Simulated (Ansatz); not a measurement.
**BH₃ClO₂F: nudged elastic band (part 1 of 2)**

- system: BH₃ClO₂F
- method: RKS PBE-D4/def2-SVP (Ansatz 0.2.0)

The run did not end well. One setting was made poor on purpose. It belongs to a series of runs on one base structure; here: band between the two ends.

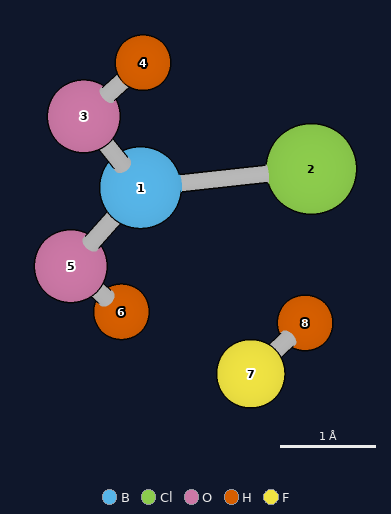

*The input geometry (ball-and-stick view, seen at a tilt; atoms are numbered from 1 in the order of the input).*

**Input file**
```yaml
crystal:
  periodic: [false, false, false]
  atoms:
    - { symbol: B, position_ang: [-0.046177, -0.447494, -0.15341] }
    - { symbol: Cl, position_ang: [0.050215, -0.621698, 1.672646] }
    - { symbol: O, position_ang: [1.087538, -0.471682, -0.889979] }
    - { symbol: H, position_ang: [1.892864, -0.529714, -0.348911] }
    - { symbol: O, position_ang: [-1.253696, -0.387613, -0.758808] }
    - { symbol: H, position_ang: [-1.995858, -0.386666, -0.131235] }
    - { symbol: F, position_ang: [0.083704, 2.230743, 0.73368] }
    - { symbol: H, position_ang: [0.100511, 1.544226, 1.380316] }
basis:
  gaussian: { orbitals: def2-SVP }
hamiltonian:
  xc: pbe
  dispersion: d4
neb:
  order_check: false
  images: 1
  f_tol: 0.05
  max_iterations: 60
  climbing: true
  final_atoms:
    - { symbol: B, position_ang: [-0.02411591, 0.41227979, -0.38387178] }
    - { symbol: Cl, position_ang: [0.12015557, 0.09664736, 2.96064715] }
    - { symbol: O, position_ang: [1.16929943, -0.15909743, -0.7156438] }
    - { symbol: H, position_ang: [1.1046314, -1.04997818, -1.09682833] }
    - { symbol: O, position_ang: [-1.28479991, -0.07568023, -0.56378772] }
    - { symbol: H, position_ang: [-1.32815409, -0.97001552, -0.94001427] }
    - { symbol: F, position_ang: [0.05296867, 1.63913499, 0.18667908] }
    - { symbol: H, position_ang: [0.10911584, 1.03681122, 2.05711866] }
  initial_path:
    images:
      - { positions_ang: [[-0.046177, -0.447494, -0.15341], [0.050215, -0.621698, 1.672646], [1.087538, -0.471682, -0.889979], [1.892864, -0.529714, -0.348911], [-1.253696, -0.387613, -0.758808], [-1.995858, -0.386666, -0.131235], [0.083704, 2.230743, 0.73368], [0.100511, 1.544226, 1.380316]] }
      - { positions_ang: [[-0.00192711, -0.00275213, 0.00163514], [0.01142152, 0.02895062, 2.21136742], [1.21486408, -0.02127888, -0.71053491], [1.50723935, -0.97734604, -0.85350329], [-1.22723484, -0.004452, -0.69602401], [-1.74141531, -0.84454196, -0.47234001], [0.08420336, 1.53948069, 0.48985051], [0.07194994, 1.21204171, 1.53384815]] }
      - { positions_ang: [[-0.02411591, 0.41227979, -0.38387178], [0.12015557, 0.09664736, 2.96064715], [1.16929943, -0.15909743, -0.7156438], [1.1046314, -1.04997818, -1.09682833], [-1.28479991, -0.07568023, -0.56378772], [-1.32815409, -0.97001552, -0.94001427], [0.05296867, 1.63913499, 0.18667908], [0.10911584, 1.03681122, 2.05711866]] }
```

Launch command:
```bash
ansatz run input.yaml --threads 2 --pin off --max-ram 3072MiB --backend cpu --events-out ev --progress --plain --runs-dir out
```

**Log**
```
Engine: ansatz 0.2.0, aarch64-unknown-linux-gnu
Functional definition: PBE
  parameter kappa = 0.804
  parameter beta = 0.06672455060314922
  exchange = pbe_x(kappa = kappa, mu = beta*pi^2/3)
  correlation = pbe_c(beta = beta)
957 factors; their error is unknown
mean field evaluation 1: about -20030.6954 eV, gradient 7.5e1 eV
mean field evaluation 2: about -20000.0731 eV, gradient 1.5e2 eV
mean field evaluation 4: about -20040.0309 eV, gradient 5.9e0 eV
mean field evaluation 8: about -20040.0537 eV, gradient 8.5e-2 eV
mean field evaluation 16: about -20040.0537 eV, gradient 7.3e-5 eV
mean field -20040.05372329 eV, -736.4583906947 hartree, gradient 7.3e-5 eV, S^2 0.000000; 0 other end points of the search recorded, 0 dependent functions left out
the calculation of the forces begins
reference -20040.05375093 eV, -736.4583917103 hartree; 25, 25 occupied and 64, 64 virtual orbitals, 957 factors
957 factors; their error is unknown
mean field evaluation 32: about -20040.5299 eV, gradient 2.1e-4 eV
mean field -20040.52987988 eV, -736.4758891267 hartree, gradient 2.2e-5 eV, S^2 0.000000; 0 other end points of the search recorded, 0 dependent functions left out
the calculation of the forces begins
reference -20040.52990977 eV, -736.4758902251 hartree; 25, 25 occupied and 64, 64 virtual orbitals, 957 factors
NEB end point (image 0): max|allowed force component| = 2.101e-2 eV/Å (the criterion of neb.relax_end_points is 1.000e-2)
NEB end point (image 2): max|allowed force component| = 1.684e-2 eV/Å (the criterion of neb.relax_end_points is 1.000e-2)
957 factors; their error is unknown
mean field -20037.88644670 eV, -736.3787447488 hartree, gradient 8.9e-6 eV, S^2 0.000000; 0 other end points of the search recorded, 0 dependent functions left out
the calculation of the forces begins
reference -20037.88647462 eV, -736.3787457751 hartree; 25, 25 occupied and 64, 64 virtual orbitals, 957 factors
NEB iter   1: max|band force component| = 5.079e0 eV/Å  barrier→ = 2.1658 eV  barrier← = 2.6262 eV  Δτ_max = 0.2000 Å  (82 SCF iters)
these checks for a lower state are left out or cut short: starts, cluster_reference, orbital_swaps, neighbouring_geometries, increment
957 factors; their error is unknown
mean field -20038.99474290 eV, -736.4194738831 hartree, gradient 7.4e-6 eV, S^2 0.000000; 0 other end points of the search recorded, 0 dependent functions left out
the calculation of the forces begins
reference -20038.99477083 eV, -736.4194749093 hartree; 25, 25 occupied and 64, 64 virtual orbitals, 957 factors
NEB iter   2: max|band force component| = 1.986e0 eV/Å  barrier→ = 1.0557 eV  barrier← = 1.5162 eV  Δτ_max = 0.1188 Å  (32 SCF iters)
[... from here on the SCF iterations and repeated set-up lines of each step are left out, up to the last step ...]
NEB iter   3: max|band force component| = 7.519e-1 eV/Å  barrier→ = 0.7614 eV  barrier← = 1.2219 eV  Δτ_max = 0.1361 Å  (32 SCF iters)
NEB iter   4: max|band force component| = 5.144e-1 eV/Å  barrier→ = 0.6465 eV  barrier← = 1.1069 eV  Δτ_max = 0.1966 Å  (33 SCF iters)
NEB iter   5: max|band force component| = 6.451e-1 eV/Å  barrier→ = 0.5262 eV  barrier← = 0.9867 eV  Δτ_max = 0.0996 Å  (33 SCF iters)
NEB iter   6: max|band force component| = 8.484e-1 eV/Å  barrier→ = 0.4258 eV  barrier← = 0.8863 eV  Δτ_max = 0.0500 Å  (28 SCF iters)
NEB iter   7: max|band force component| = 8.893e-1 eV/Å  barrier→ = 0.3305 eV  barrier← = 0.7910 eV  Δτ_max = 0.0502 Å  (28 SCF iters)
NEB iter   8: max|band force component| = 6.718e-1 eV/Å  barrier→ = 0.2183 eV  barrier← = 0.6787 eV  Δτ_max = 0.1002 Å  (28 SCF iters)
NEB iter   9: max|band force component| = 5.172e-1 eV/Å  barrier→ = 0.0125 eV  barrier← = 0.4729 eV  Δτ_max = 0.0996 Å  (34 SCF iters)
NEB iter  10: max|band force component| = 5.145e-1 eV/Å  barrier→ = 0.0000 eV  barrier← = 0.4605 eV  Δτ_max = 0.0996 Å  (27 SCF iters)
NEB iter  11: max|band force component| = 1.065e0 eV/Å  barrier→ = -0.2022 eV  barrier← = 0.2583 eV  CI = image 1  Δτ_max = 0.0988 Å  (27 SCF iters)
NEB iter  12: max|band force component| = 1.003e0 eV/Å  barrier→ = -0.1620 eV  barrier← = 0.2985 eV  CI = image 1  Δτ_max = 0.1973 Å  (29 SCF iters)
NEB iter  13: max|band force component| = 7.611e-1 eV/Å  barrier→ = -0.0283 eV  barrier← = 0.4321 eV  CI = image 1  Δτ_max = 0.1961 Å  (33 SCF iters)
NEB iter  14: max|band force component| = 8.144e-1 eV/Å  barrier→ = 0.1359 eV  barrier← = 0.5963 eV  CI = image 1  Δτ_max = 0.1987 Å  (32 SCF iters)
NEB iter  15: max|band force component| = 1.629e0 eV/Å  barrier→ = 0.2152 eV  barrier← = 0.6757 eV  CI = image 1  Δτ_max = 0.1905 Å  (33 SCF iters)
NEB iter  16: max|band force component| = 1.371e0 eV/Å  barrier→ = 0.1886 eV  barrier← = 0.6491 eV  CI = image 1  Δτ_max = 0.1427 Å  (33 SCF iters)
NEB iter  17: max|band force component| = 1.386e0 eV/Å  barrier→ = 0.2239 eV  barrier← = 0.6843 eV  CI = image 1  Δτ_max = 0.1989 Å  (34 SCF iters)
NEB iter  18: max|band force component| = 1.275e0 eV/Å  barrier→ = 0.0694 eV  barrier← = 0.5299 eV  CI = image 1  Δτ_max = 0.1980 Å  (28 SCF iters)
NEB iter  19: max|band force component| = 1.038e0 eV/Å  barrier→ = -0.0428 eV  barrier← = 0.4177 eV  CI = image 1  Δτ_max = 0.2000 Å  (33 SCF iters)
NEB iter  20: max|band force component| = 1.181e0 eV/Å  barrier→ = 0.0742 eV  barrier← = 0.5347 eV  CI = image 1  Δτ_max = 0.1976 Å  (33 SCF iters)
NEB iter  21: max|band force component| = 9.459e-1 eV/Å  barrier→ = -0.1399 eV  barrier← = 0.3206 eV  CI = image 1  Δτ_max = 0.2000 Å  (32 SCF iters)
NEB iter  22: max|band force component| = 8.139e-1 eV/Å  barrier→ = -0.0362 eV  barrier← = 0.4243 eV  CI = image 1  Δτ_max = 0.1925 Å  (28 SCF iters)
NEB iter  23: max|band force component| = 8.588e-1 eV/Å  barrier→ = -0.0156 eV  barrier← = 0.4449 eV  CI = image 1  Δτ_max = 0.2000 Å  (32 SCF iters)
NEB iter  24: max|band force component| = 1.178e0 eV/Å  barrier→ = 0.0944 eV  barrier← = 0.5548 eV  CI = image 1  Δτ_max = 0.1983 Å  (28 SCF iters)
NEB iter  25: max|band force component| = 8.517e-1 eV/Å  barrier→ = -0.1900 eV  barrier← = 0.2705 eV  CI = image 1  Δτ_max = 0.2000 Å  (31 SCF iters)
NEB iter  26: max|band force component| = 1.414e0 eV/Å  barrier→ = 0.1083 eV  barrier← = 0.5688 eV  CI = image 1  Δτ_max = 0.1986 Å  (32 SCF iters)
NEB iter  27: max|band force component| = 1.092e0 eV/Å  barrier→ = -0.2679 eV  barrier← = 0.1926 eV  CI = image 1  Δτ_max = 0.2000 Å  (32 SCF iters)
NEB iter  28: max|band force component| = 1.058e0 eV/Å  barrier→ = -0.1879 eV  barrier← = 0.2725 eV  CI = image 1  Δτ_max = 0.2000 Å  (26 SCF iters)
NEB iter  29: max|band force component| = 1.198e0 eV/Å  barrier→ = -0.0470 eV  barrier← = 0.4134 eV  CI = image 1  Δτ_max = 0.2000 Å  (29 SCF iters)
NEB iter  30: max|band force component| = 1.174e0 eV/Å  barrier→ = 0.3228 eV  barrier← = 0.7832 eV  CI = image 1  Δτ_max = 0.2000 Å  (32 SCF iters)
NEB iter  31: max|band force component| = 7.940e-1 eV/Å  barrier→ = -0.1637 eV  barrier← = 0.2968 eV  CI = image 1  Δτ_max = 0.2000 Å  (32 SCF iters)
NEB iter  32: max|band force component| = 1.199e0 eV/Å  barrier→ = 0.1013 eV  barrier← = 0.5617 eV  CI = image 1  Δτ_max = 0.1986 Å  (32 SCF iters)
NEB iter  33: max|band force component| = 7.898e-1 eV/Å  barrier→ = -0.2692 eV  barrier← = 0.1912 eV  CI = image 1  Δτ_max = 0.2000 Å  (33 SCF iters)
NEB iter  34: max|band force component| = 1.133e0 eV/Å  barrier→ = 0.0095 eV  barrier← = 0.4700 eV  CI = image 1  Δτ_max = 0.1978 Å  (32 SCF iters)
NEB iter  35: max|band force component| = 1.002e0 eV/Å  barrier→ = -0.2896 eV  barrier← = 0.1708 eV  CI = image 1  Δτ_max = 0.2000 Å  (33 SCF iters)
NEB iter  36: max|band force component| = 1.951e0 eV/Å  barrier→ = 0.1564 eV  barrier← = 0.6168 eV  CI = image 1  Δτ_max = 0.1000 Å  (30 SCF iters)
NEB iter  37: max|band force component| = 1.921e0 eV/Å  barrier→ = -0.0778 eV  barrier← = 0.3826 eV  CI = image 1  Δτ_max = 0.2000 Å  (27 SCF iters)
NEB iter  38: max|band force component| = 1.382e0 eV/Å  barrier→ = 0.2462 eV  barrier← = 0.7066 eV  CI = image 1  Δτ_max = 0.1994 Å  (32 SCF iters)
NEB iter  39: max|band force component| = 9.265e-1 eV/Å  barrier→ = -0.2003 eV  barrier← = 0.2602 eV  CI = image 1  Δτ_max = 0.2000 Å  (32 SCF iters)
NEB iter  40: max|band force component| = 1.064e0 eV/Å  barrier→ = 0.1676 eV  barrier← = 0.6281 eV  CI = image 1  Δτ_max = 0.1990 Å  (31 SCF iters)
NEB iter  41: max|band force component| = 9.728e-1 eV/Å  barrier→ = -0.2361 eV  barrier← = 0.2244 eV  CI = image 1  Δτ_max = 0.2000 Å  (33 SCF iters)
NEB iter  42: max|band force component| = 1.104e0 eV/Å  barrier→ = 0.1796 eV  barrier← = 0.6400 eV  CI = image 1  Δτ_max = 0.1996 Å  (33 SCF iters)
NEB iter  43: max|band force component| = 8.564e-1 eV/Å  barrier→ = -0.2555 eV  barrier← = 0.2049 eV  CI = image 1  Δτ_max = 0.2000 Å  (33 SCF iters)
NEB iter  44: max|band force component| = 1.157e0 eV/Å  barrier→ = 0.0842 eV  barrier← = 0.5447 eV  CI = image 1  Δτ_max = 0.1982 Å  (33 SCF iters)
NEB iter  45: max|band force component| = 1.533e0 eV/Å  barrier→ = -0.2760 eV  barrier← = 0.1845 eV  CI = image 1  Δτ_max = 0.1004 Å  (31 SCF iters)
NEB iter  46: max|band force component| = 1.092e0 eV/Å  barrier→ = -0.1700 eV  barrier← = 0.2905 eV  CI = image 1  Δτ_max = 0.2000 Å  (29 SCF iters)
NEB iter  47: max|band force component| = 1.442e0 eV/Å  barrier→ = 0.3619 eV  barrier← = 0.8223 eV  CI = image 1  Δτ_max = 0.1000 Å  (32 SCF iters)
NEB iter  48: max|band force component| = 1.303e0 eV/Å  barrier→ = 0.1182 eV  barrier← = 0.5786 eV  CI = image 1  Δτ_max = 0.1921 Å  (30 SCF iters)
NEB iter  49: max|band force component| = 2.527e0 eV/Å  barrier→ = -0.2233 eV  barrier← = 0.2372 eV  CI = image 1  Δτ_max = 0.0999 Å  (32 SCF iters)
NEB iter  50: max|band force component| = 8.455e-1 eV/Å  barrier→ = -0.2777 eV  barrier← = 0.1827 eV  CI = image 1  Δτ_max = 0.1760 Å  (28 SCF iters)
NEB iter  51: max|band force component| = 1.922e0 eV/Å  barrier→ = 0.1333 eV  barrier← = 0.5938 eV  CI = image 1  Δτ_max = 0.0891 Å  (32 SCF iters)
NEB iter  52: max|band force component| = 1.607e0 eV/Å  barrier→ = -0.0715 eV  barrier← = 0.3889 eV  CI = image 1  Δτ_max = 0.1808 Å  (28 SCF iters)
NEB iter  53: max|band force component| = 1.412e0 eV/Å  barrier→ = 0.3090 eV  barrier← = 0.7694 eV  CI = image 1  Δτ_max = 0.1784 Å  (32 SCF iters)
NEB iter  54: max|band force component| = 1.043e0 eV/Å  barrier→ = -0.1361 eV  barrier← = 0.3243 eV  CI = image 1  Δτ_max = 0.2000 Å  (32 SCF iters)
NEB iter  55: max|band force component| = 1.291e0 eV/Å  barrier→ = 0.2214 eV  barrier← = 0.6819 eV  CI = image 1  Δτ_max = 0.1996 Å  (32 SCF iters)
NEB iter  56: max|band force component| = 9.790e-1 eV/Å  barrier→ = -0.1826 eV  barrier← = 0.2778 eV  CI = image 1  Δτ_max = 0.2000 Å  (33 SCF iters)
NEB iter  57: max|band force component| = 8.924e-1 eV/Å  barrier→ = 0.2433 eV  barrier← = 0.7038 eV  CI = image 1  Δτ_max = 0.1992 Å  (32 SCF iters)
NEB iter  58: max|band force component| = 9.600e-1 eV/Å  barrier→ = -0.2001 eV  barrier← = 0.2603 eV  CI = image 1  Δτ_max = 0.2000 Å  (32 SCF iters)
```
